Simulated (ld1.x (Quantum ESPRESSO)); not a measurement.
# Pseudopotential generation for indium: PAW, PBE, part 2 of 2

Do these settings give a usable potential? It is generated, then checked for transferability, scattering, ghosts and hardness.

ld1.x (Quantum ESPRESSO) 7.5; PBE, scalar-relativistic. The steps go on from the part before.

## Step 3: Configuration tests

Input file In.test.in:

```
 &input
   title='In', zed=49., rel=1, dft='PBE', iswitch=2,
   config='[Kr] 4d10 5s2 5p1'
 /
 &test
   file_pseudo='In.UPF', nconf=8,
   configts(1)='4d10 5s2 5p1',
   configts(2)='4d10 5s2 5p0',
   configts(3)='4d10 5s1 5p0',
   configts(4)='4d10 5s0 5p0',
   configts(5)='4d10 5s1 5p1',
   configts(6)='4d9 5s0 5p0',
   configts(7)='4d10 5s1 5p2',
   configts(8)='4d10 5s2 5p0.5'
 /
```

Run with:

```
$ ld1.x < In.test.in > In.test.out
```

In.test.out, the pseudopotential blocks:

```text
     ---------------------- Testing the pseudopotential ----------------------

     In
     scalar relativistic calculation

     atomic number is 49.00   valence charge is 13.00
     dft =SLA  PW   PBX  PBC   lsd =0 sic =0 latt =0  beta=0.20 tr2=1.0E-14
     mesh =1241 r(mesh) = 100.30140 xmin = -7.00 dx = 0.01250

     n l     nl             e AE (Ry)        e PS (Ry)    De AE-PS (Ry)
     3 2     4D   1(10.00)       -1.36879       -1.36873       -0.00006
     1 0     5S   1( 2.00)       -0.60349       -0.60349       -0.00001
     2 1     5P   1( 1.00)       -0.18511       -0.18510       -0.00001

     eps = 2.3E-15  iter =  6

     Etot =  -11763.278081 Ry,   -5881.639040 Ha, -160047.551690 eV
     Etotps =  -410.586238 Ry,    -205.293119 Ha,   -5586.310355 eV

     Ekin =     220.550356 Ry,     110.275178 Ha,    3000.740459 eV
     Encl =    -415.368782 Ry,    -207.684391 Ha,   -5651.380178 eV
     Ehrt =     103.229839 Ry,      51.614919 Ha,    1404.513505 eV
     Ecxc =    -318.997651 Ry,    -159.498825 Ha,   -4340.184141 eV

     ---------------------- End of pseudopotential test ----------------------

     ---------------------- Testing the pseudopotential ----------------------

     In
     scalar relativistic calculation

     atomic number is 49.00   valence charge is 13.00
     dft =SLA  PW   PBX  PBC   lsd =0 sic =0 latt =0  beta=0.20 tr2=1.0E-14
     mesh =1241 r(mesh) = 100.30140 xmin = -7.00 dx = 0.01250

     n l     nl             e AE (Ry)        e PS (Ry)    De AE-PS (Ry)
     3 2     4D   1(10.00)       -1.91631       -1.91709        0.00077
     1 0     5S   1( 2.00)       -1.09694       -1.09664       -0.00031
     2 1     5P   1( 0.00)       -0.61969       -0.61949       -0.00020

     eps = 7.3E-15  iter = 12

     Etot =  -11762.883901 Ry,   -5881.441951 Ha, -160042.188603 eV
     Etotps =  -410.192041 Ry,    -205.096021 Ha,   -5580.947034 eV
     dEtot_ae =       0.394180 Ry
     dEtot_ps =       0.394197 Ry,   Delta E=      -0.000017 Ry

     Ekin =     220.088731 Ry,     110.044366 Ha,    2994.459738 eV
     Encl =    -408.068602 Ry,    -204.034301 Ha,   -5552.056178 eV
     Ehrt =      96.444390 Ry,      48.222195 Ha,    1312.192771 eV
     Ecxc =    -318.656560 Ry,    -159.328280 Ha,   -4335.543364 eV

     ---------------------- End of pseudopotential test ----------------------

     ---------------------- Testing the pseudopotential ----------------------

     In
     scalar relativistic calculation

     atomic number is 49.00   valence charge is 13.00
     dft =SLA  PW   PBX  PBC   lsd =0 sic =0 latt =0  beta=0.20 tr2=1.0E-14
     mesh =1241 r(mesh) = 100.30140 xmin = -7.00 dx = 0.01250

     n l     nl             e AE (Ry)        e PS (Ry)    De AE-PS (Ry)
     3 2     4D   1(10.00)       -2.68486       -2.68961        0.00475
     1 0     5S   1( 1.00)       -1.73982       -1.73748       -0.00234
     2 1     5P   1( 0.00)       -1.19185       -1.19009       -0.00175

     eps = 3.6E-15  iter = 13

     Etot =  -11761.470178 Ry,   -5880.735089 Ha, -160022.953921 eV
     Etotps =  -408.779306 Ry,    -204.389653 Ha,   -5561.725796 eV
     dEtot_ae =       1.807903 Ry
     dEtot_ps =       1.806932 Ry,   Delta E=       0.000971 Ry

     Ekin =     218.156195 Ry,     109.078097 Ha,    2968.166238 eV
     Encl =    -396.425932 Ry,    -198.212966 Ha,   -5393.649580 eV
     Ehrt =      87.593713 Ry,      43.796856 Ha,    1191.773173 eV
     Ecxc =    -318.103281 Ry,    -159.051641 Ha,   -4328.015628 eV

     ---------------------- End of pseudopotential test ----------------------

     ---------------------- Testing the pseudopotential ----------------------

     In
     scalar relativistic calculation

     atomic number is 49.00   valence charge is 13.00
     dft =SLA  PW   PBX  PBC   lsd =0 sic =0 latt =0  beta=0.20 tr2=1.0E-14
     mesh =1241 r(mesh) = 100.30140 xmin = -7.00 dx = 0.01250

     n l     nl             e AE (Ry)        e PS (Ry)    De AE-PS (Ry)
     3 2     4D   1(10.00)       -3.51966       -3.53028        0.01062  !
     1 0     5S   1( 0.00)       -2.43012       -2.42400       -0.00612  !
     2 1     5P   1( 0.00)       -1.81351       -1.80758       -0.00592  !

     eps = 3.9E-15  iter = 16

     Etot =  -11759.388675 Ry,   -5879.694338 Ha, -159994.633626 eV
     Etotps =  -406.701598 Ry,    -203.350799 Ha,   -5533.457129 eV
     dEtot_ae =       3.889406 Ry
     dEtot_ps =       3.884641 Ry,   Delta E=       0.004765 Ry

     Ekin =     214.985420 Ry,     107.492710 Ha,    2925.025648 eV
     Encl =    -382.862962 Ry,    -191.431481 Ha,   -5209.115973 eV
     Ehrt =      78.687866 Ry,      39.343933 Ha,    1070.602960 eV
     Ecxc =    -317.511921 Ry,    -158.755961 Ha,   -4319.969764 eV

     ---------------------- End of pseudopotential test ----------------------

     ---------------------- Testing the pseudopotential ----------------------

     In
     scalar relativistic calculation

     atomic number is 49.00   valence charge is 13.00
     dft =SLA  PW   PBX  PBC   lsd =0 sic =0 latt =0  beta=0.20 tr2=1.0E-14
     mesh =1241 r(mesh) = 100.30140 xmin = -7.00 dx = 0.01250

     n l     nl             e AE (Ry)        e PS (Ry)    De AE-PS (Ry)
     3 2     4D   1(10.00)       -2.03142       -2.03353        0.00211
     1 0     5S   1( 1.00)       -1.16920       -1.16843       -0.00077
     2 1     5P   1( 1.00)       -0.67724       -0.67685       -0.00039

     eps = 1.2E-15  iter = 14

     Etot =  -11762.399329 Ry,   -5881.199664 Ha, -160035.595654 eV
     Etotps =  -409.707709 Ry,    -204.853855 Ha,   -5574.357360 eV
     dEtot_ae =       0.878752 Ry
     dEtot_ps =       0.878529 Ry,   Delta E=       0.000223 Ry

     Ekin =     219.466886 Ry,     109.733443 Ha,    2985.999099 eV
     Encl =    -405.753459 Ry,    -202.876730 Ha,   -5520.557052 eV
     Ehrt =      95.098172 Ry,      47.549086 Ha,    1293.876542 eV
     Ecxc =    -318.519307 Ry,    -159.259654 Ha,   -4333.675950 eV

     ---------------------- End of pseudopotential test ----------------------

     ---------------------- Testing the pseudopotential ----------------------

     In
     scalar relativistic calculation

     atomic number is 49.00   valence charge is 13.00
     dft =SLA  PW   PBX  PBC   lsd =0 sic =0 latt =0  beta=0.20 tr2=1.0E-14
     mesh =1241 r(mesh) = 100.30140 xmin = -7.00 dx = 0.01250

     n l     nl             e AE (Ry)        e PS (Ry)    De AE-PS (Ry)
     3 2     4D   1( 9.00)       -4.78572       -4.82734        0.04162  !
     1 0     5S   1( 0.00)       -3.32822       -3.33879        0.01057  !
     2 1     5P   1( 0.00)       -2.61880       -2.62911        0.01030  !

     eps = 7.1E-15  iter = 23

     Etot =  -11755.244168 Ry,   -5877.622084 Ha, -159938.244736 eV
     Etotps =  -402.530047 Ry,    -201.265024 Ha,   -5476.700298 eV
     dEtot_ae =       8.033913 Ry
     dEtot_ps =       8.056191 Ry,   Delta E=      -0.022278 Ry

     Ekin =     206.173010 Ry,     103.086505 Ha,    2805.126710 eV
     Encl =    -358.906124 Ry,    -179.453062 Ha,   -4883.166577 eV
     Ehrt =      66.102984 Ry,      33.051492 Ha,     899.376917 eV
     Ecxc =    -315.899918 Ry,    -157.949959 Ha,   -4298.037348 eV

     ---------------------- End of pseudopotential test ----------------------

     ---------------------- Testing the pseudopotential ----------------------

     In
     scalar relativistic calculation

     atomic number is 49.00   valence charge is 13.00
     dft =SLA  PW   PBX  PBC   lsd =0 sic =0 latt =0  beta=0.20 tr2=1.0E-14
     mesh =1241 r(mesh) = 100.30140 xmin = -7.00 dx = 0.01250

     n l     nl             e AE (Ry)        e PS (Ry)    De AE-PS (Ry)
     3 2     4D   1(10.00)       -1.48767       -1.48900        0.00134
     1 0     5S   1( 1.00)       -0.67620       -0.67587       -0.00033
     2 1     5P   1( 2.00)       -0.23658       -0.23651       -0.00007

     eps = 3.6E-15  iter = 14

     Etot =  -11762.848787 Ry,   -5881.424393 Ha, -160041.710847 eV
     Etotps =  -410.157049 Ry,    -205.078525 Ha,   -5580.470947 eV
     dEtot_ae =       0.429294 Ry
     dEtot_ps =       0.429189 Ry,   Delta E=       0.000105 Ry

     Ekin =     220.000241 Ry,     110.000120 Ha,    2993.255760 eV
     Encl =    -413.086168 Ry,    -206.543084 Ha,   -5620.323635 eV
     Ehrt =     101.799675 Ry,      50.899837 Ha,    1385.055132 eV
     Ecxc =    -318.870797 Ry,    -159.435398 Ha,   -4338.458204 eV

     ---------------------- End of pseudopotential test ----------------------

     ---------------------- Testing the pseudopotential ----------------------

     In
     scalar relativistic calculation

     atomic number is 49.00   valence charge is 13.00
     dft =SLA  PW   PBX  PBC   lsd =0 sic =0 latt =0  beta=0.20 tr2=1.0E-14
     mesh =1241 r(mesh) = 100.30140 xmin = -7.00 dx = 0.01250

     n l     nl             e AE (Ry)        e PS (Ry)    De AE-PS (Ry)
     3 2     4D   1(10.00)       -1.62509       -1.62527        0.00018
     1 0     5S   1( 2.00)       -0.83741       -0.83733       -0.00008
     2 1     5P   1( 0.50)       -0.39025       -0.39019       -0.00006

     eps = 6.3E-15  iter = 11

     Etot =  -11763.135469 Ry,   -5881.567734 Ha, -160045.611355 eV
     Etotps =  -410.443611 Ry,    -205.221805 Ha,   -5584.369811 eV
     dEtot_ae =       0.142612 Ry
     dEtot_ps =       0.142627 Ry,   Delta E=      -0.000015 Ry

     Ekin =     220.398244 Ry,     110.199122 Ha,    2998.670868 eV
     Encl =    -411.997210 Ry,    -205.998605 Ha,   -5605.507605 eV
     Ehrt =      99.994248 Ry,      49.997124 Ha,    1360.491050 eV
     Ecxc =    -318.838892 Ry,    -159.419446 Ha,   -4338.024124 eV

     ---------------------- End of pseudopotential test ----------------------
```

Excitation and ionisation energies from 4d10 5s2 5p1, with the error of the potential.

```tsv
valence configuration	charge	ΔE all-electron (eV)	error AE − PS (meV)
4d10 5s2 5p0	+1	5.363	-0.2
4d10 5s1 5p0	+2	24.598	+13
4d10 5s0 5p0	+3	52.918	+65
4d10 5s1 5p1	+1	11.956	+3.0
4d9 5s0 5p0	+4	109.307	-303
4d10 5s1 5p2	0	5.841	+1.4
4d10 5s2 5p0.5	+0.5	1.940	-0.2
```

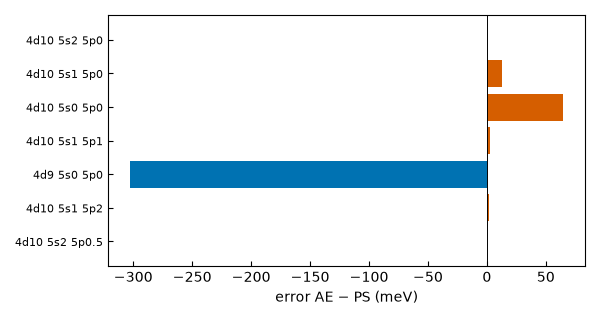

Error of the potential in each test configuration.

## Step 4: Scattering by logarithmic derivatives

Taken from the files of the generation run. The phase is arctan(r·u′/u) with u = r·R, unwrapped, with energies in Ry. A pole is an energy at which the radial function vanishes at the test radius. The pseudo phase is shifted by a multiple of π to meet the all-electron one at the reference energy. Levels narrower than the energy grid can be missing from the poles. The last column is the largest difference on the grid between −1 and +1 Ry.

| channel | radius (bohr) | reference (Ry) | poles AE | poles PS | window around the reference with phases within 0.05 rad (Ry) | largest difference near zero (rad) |
| --- | --- | --- | --- | --- | --- | --- |
| s | 2.76 | -0.60 | 0.67 | 0.67, 4.20 | below 2.9 | 0.000 |
| p | 2.76 | -0.19 | 1.82 | 1.82 | below 3.8 | 0.000 |
| d | 2.76 | -1.37 | -1.29, 3.94 | -1.29, 3.95 | the whole range | 0.000 |

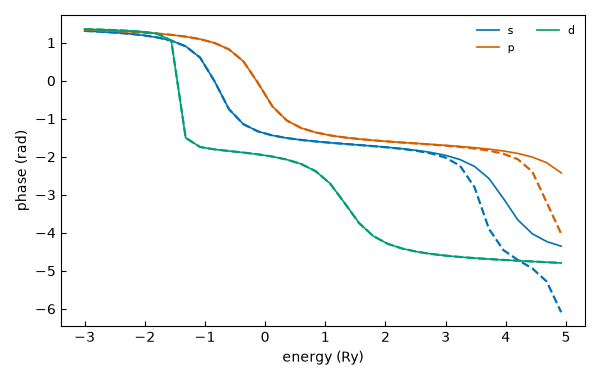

Phases by channel: all-electron solid, pseudo dashed.

## Step 5: Plane-wave convergence, by spherical Bessel functions

A separate test, outside the generator: the pseudo-atom's Hamiltonian at the reference potential is diagonalised in spherical Bessel functions j_l(qr) that vanish at 20 bohr, with q² up to the cutoff.

All-electron valence levels (Ry): 5s -0.6035, 5p -0.1851, 4d -1.3688. The lowest levels of each channel (Ry) by cutoff; the last column sums, over occupied levels, occupation times the distance from the level at 400 Ry. A positive value at high cutoff is not a bound level.

| cutoff (Ry) | s #1 | p #1 | d #1 | f #1 | Σ f·Δε (mRy) |
| --- | --- | --- | --- | --- | --- |
| 8 | -0.6034 | -0.1851 | 0.0138 | 0.0989 | 13826.3 |
| 12 | -0.6035 | -0.1851 | -0.1548 | 0.0989 | 12140.5 |
| 18 | -0.6035 | -0.1851 | -0.6769 | 0.0989 | 6919.2 |
| 25 | -0.6035 | -0.1851 | -1.0768 | 0.0989 | 2920.1 |
| 35 | -0.6035 | -0.1851 | -1.3332 | 0.0989 | 356.0 |
| 50 | -0.6035 | -0.1851 | -1.3678 | 0.0989 | 10.7 |
| 60 | -0.6035 | -0.1851 | -1.3679 | 0.0989 | 9.3 |
| 80 | -0.6035 | -0.1851 | -1.3687 | 0.0989 | 1.6 |
| 100 | -0.6035 | -0.1851 | -1.3687 | 0.0989 | 1.0 |
| 120 | -0.6035 | -0.1851 | -1.3688 | 0.0989 | 0.4 |
| 400 | -0.6035 | -0.1851 | -1.3688 | 0.0989 | 0.0 |

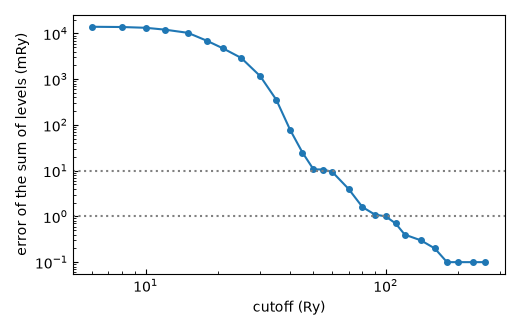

Occupation-weighted error of the valence levels against the cutoff; the dotted lines mark 10 and 1 mRy.

The sum stays within 10 mRy from 60 Ry and within 1 mRy from 100 Ry. The sum leaves out empty levels, which can need more. Ghost test: no level below the all-electron spectrum of its channel (s, p, d, f tested).

## Step 6: Summary of results

What follows sums up all 2 parts.

```
                                                quantity                      value
               cutoffs for 10 and 1 mRy, occupied levels           60 Ry and 100 Ry
                                            bound ghosts                 none found
                            largest test error (AE − PS)  -303 meV, for 4d9 5s0 5p0
largest phase difference near zero energy, channels read                  0.000 rad
         lowest eigenvalue of the overlap (Bessel basis)                  0.353 (s)
```

**Reading.** By total energies transferability is fair for so large an energy: the largest error is 303 meV on 109.3 eV, for 4d9 5s0 5p0. That test lies far up in energy; among those under 40 eV, nearer to bonding, the largest error is 13 meV. By its cutoff, 60 Ry for the looser tolerance, it is of middling hardness. The slowest occupied level is 4d: taken alone it needs 60 Ry to come within 1 mRy, against 6 Ry or less for 5s. It is free of bound ghosts as far as tested. Near zero energy the phases of the channels with partial waves agree within 0.001 rad. These are tests on the free atom; a crystal test is still owed.
